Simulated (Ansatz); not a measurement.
## Fields on a plane of Tl (hcp, Mg type)

```
CELL_PARAMETERS angstrom
      3.60750     0.00000     0.00000
     -1.80375     3.12418     0.00000
      0.00000     0.00000     5.57674
ATOMIC_POSITIONS crystal
  Tl 0.33333 0.66667 0.75000
  Tl 0.66667 0.33333 0.25000
```

The slice is a (-1 1 0 2) plane (indices of the conventional cell) through the point (0.333, 0.667, 0.750) (fractional), spanned by u = [110] and v = [1 -1 1] in vectors of this cell: u (3.61 Å) and v (8.38 Å, at 90° to u). It covers one period; positions are fractions (u, v).

Atoms on it: Tl at (0.00, 0.00). Other atoms lie within 1 Å of the plane.

Method: PBE (plane waves to 420 eV, PAW, scalar-relativistic; Ansatz, a first-principles code). k mesh 15×15×9. Near the nuclei the fields are pseudised (PAW); where an atom keeps semicore shells as valence, they peak there. Spin-orbit coupling is left out, though Tl is heavy. The PAW data are Ansatz's earlier set. The relaxed volume of Tl is well above the measured one; the method has no dispersion term. Tl was relaxed with its symmetry unable to fall.

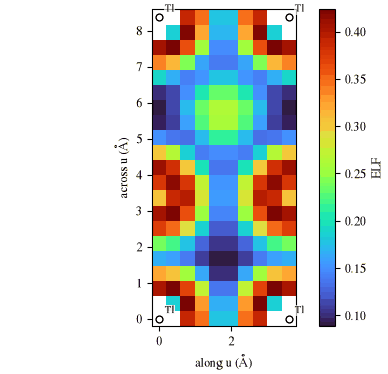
Electron localisation function (ELF), one period of the plane, atoms marked. Points within 0.5 Å of a nucleus are left white, as the pseudised field means little there.

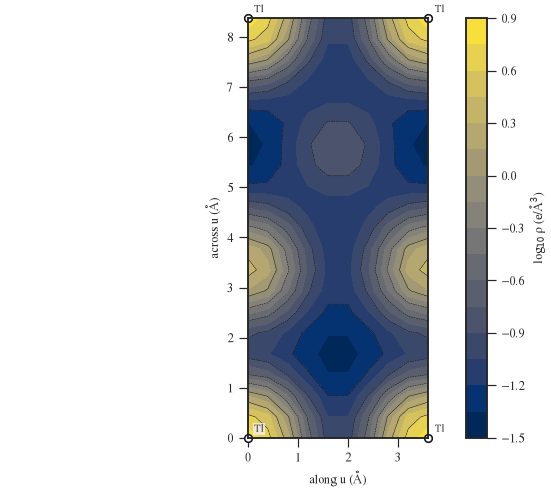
Fig. 1. Log₁₀ of the valence density in e/Å³, one period of the plane, atoms marked. The scale is logarithmic, as a density can span decades between atoms and voids.
